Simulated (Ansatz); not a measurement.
**C3H5ClGeN2: density, localisation and related maps**

Input

```
crystal:
  periodic: [false, false, false]
  atoms:
    - symbol: C
      position_ang: [-0.213850, 1.917255, 0.551251]
    - symbol: C
      position_ang: [0.033895, 1.001683, -0.448111]
    - symbol: C
      position_ang: [0.772426, 0.299471, 1.501318]
    - symbol: Cl
      position_ang: [-1.001406, 3.447045, 0.371892]
    - symbol: Ge
      position_ang: [1.303332, -1.648850, -0.617505]
    - symbol: N
      position_ang: [0.678899, -0.054987, 0.176814]
    - symbol: N
      position_ang: [0.245491, 1.476138, 1.753214]
    - symbol: H
      position_ang: [-0.190830, 1.021652, -1.511164]
    - symbol: H
      position_ang: [1.916733, -2.442744, 0.542912]
    - symbol: H
      position_ang: [2.344790, -1.270142, -1.681881]
    - symbol: H
      position_ang: [0.098442, -2.366592, -1.245123]
    - symbol: H
      position_ang: [1.240648, -0.349419, 2.242489]
basis:
  gaussian:
    orbitals: def2-SVPD
hamiltonian:
  xc: {name: PBE0}
output:
  forces: true
  orbitals: {seedname: orbitals}
```

Command:

```sh
ansatz run input.yaml --threads 2 --pin off --max-ram 5220MiB --events-out events.jsonl --progress --plain --runs-dir runs
```

Geometry: B3LYP/def2-SVP.

These are results of Ansatz, isolated molecule in a Gaussian basis; Kohn-Sham density functional theory, functional PBE0, not measurements.

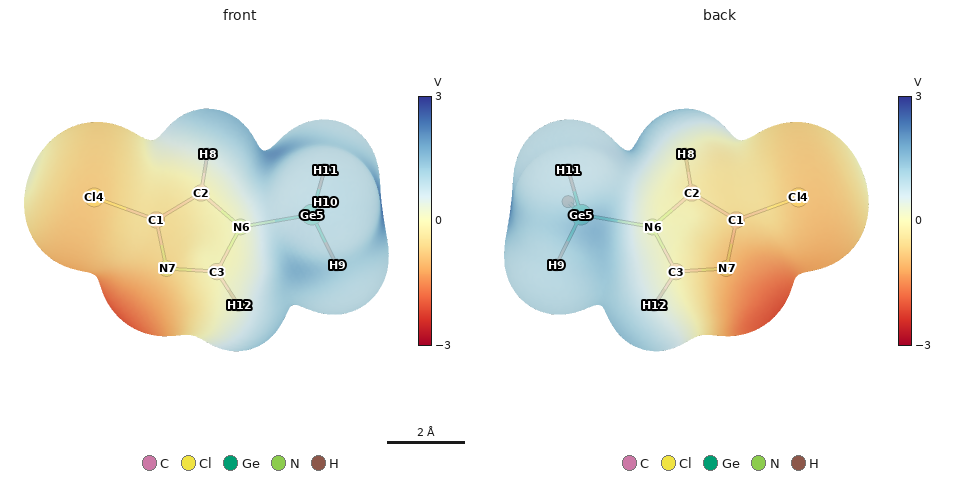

Figure 1. The electrostatic potential painted on the density surface at 0.002 e/bohr³, seen from the front and from behind; the colour scale runs from red (negative) to blue (positive).

Question: Which sites attract a positive test charge, and which a negative one?

Answer: A positive charge is drawn to the negative regions and a negative charge to the positive ones. The most negative region (about −2.0 V) lies over N7, the most positive (about +2.2 V) over Ge5. Cl4 shows a σ-hole: about +0.2 V at the tip opposite its bond, against about −0.8 V on its flanks. N7 is the likeliest acceptor of a hydrogen bond.

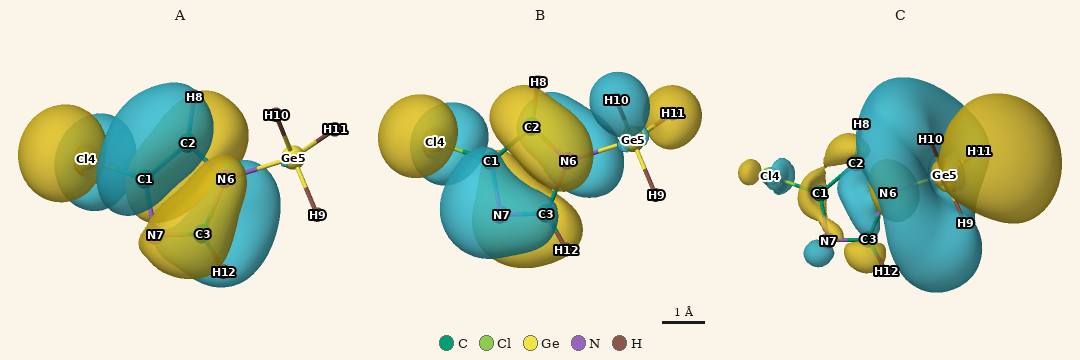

Figure 2. Three frontier orbitals at ±0.06 Å⁻³ᐟ² (yellow and cyan are the two phases), in no order.

Question: Order the three orbitals by energy and name them.

Answer: B is the HOMO−1 (−8.22 eV). Its weight (Hirshfeld) is mainly on N7 (about 35 %), N6 (about 20 %), Cl4 (about 10 %), C3 (about 10 %), C2 (about 10 %) and C1 (about 5 %). A is the HOMO (−6.66 eV). By Hirshfeld shares it lies mainly on C2 (about 25 %), C1 (about 20 %), Cl4 (about 20 %), C3 (about 15 %) and N6 (about 5 %). C is the LUMO (−0.44 eV). It lies mainly on Ge5 (about 55 %), N6 (about 10 %), H9 (about 5 %), H10 (about 5 %) and H11 (about 5 %).

Question: What is the HOMO–LUMO gap?

Answer: 6.22 eV between the orbital energies.

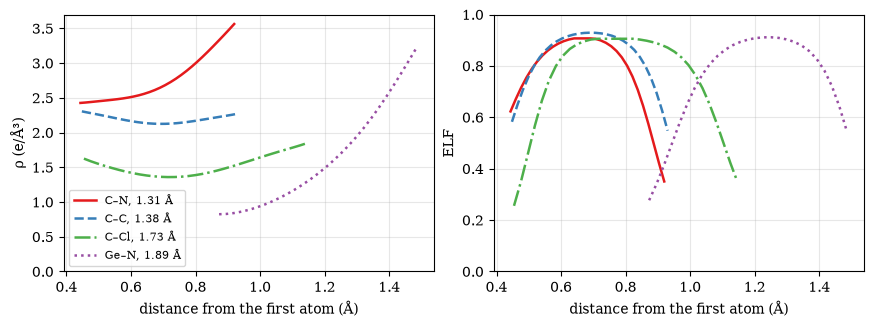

Figure 3. Total electron density and electron localisation function along straight lines between neighbouring atoms. The curves leave out the atomic cores.

Question: Compare the contacts.

Answer: C–N (1.31 Å): ρ is about 2.6 e/Å³ halfway; the ELF peaks at about 0.90 between the atoms; a covalent bond.
C–C (1.38 Å): the density is about 2.1 e/Å³ at the midpoint; the ELF peaks at about 0.95 between the atoms (localised, covalent bonding).
C–Cl (1.73 Å): ρ at the midpoint is about 1.5 e/Å³; the ELF peaks at about 0.90 between the atoms (localised, covalent bonding).
Ge–N (1.89 Å): the density is about 0.86 e/Å³ at the midpoint; the ELF peaks at about 0.90 in the valence shell of N, 0.6 Å from its nucleus, and is about 0.50 at the midpoint.
